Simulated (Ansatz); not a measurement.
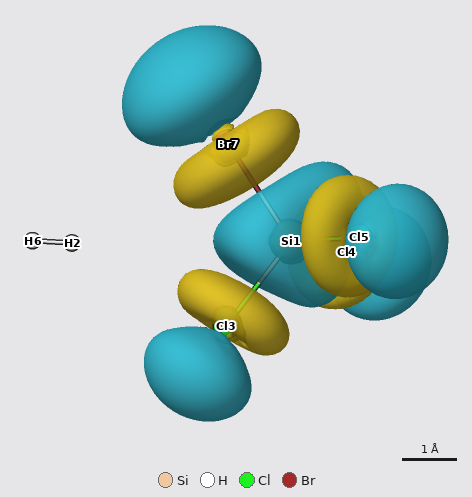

BrCl3Si···H2. The LUMO at ±0.06 Å⁻³ᐟ² (yellow and cyan are the two phases), seen across its widest extent.

The product side of a reaction path; geometry: PBE0-D4/def2-TZVP.

Computed with RKS PBE0-D4/def2-TZVPP (Ansatz).

```xyz
7

Si   -1.2498   -0.0614    0.3609
H     2.7213    0.0631   -0.8181
Cl   -0.1834   -1.4907   -0.5962
Cl   -1.9042   -0.7899    2.1311
Cl   -2.8393    0.4598   -0.7768
H     3.4402    0.1294   -1.0075
Br    0.0152    1.6898    0.7067
```

Where does this orbital lie, and at what energy?

Its weight (Hirshfeld) is mainly on Si1 (about 30 %), Br7 (about 30 %), Cl3 (about 15 %), Cl4 (about 15 %) and Cl5 (about 15 %). Its energy is −0.93 eV.
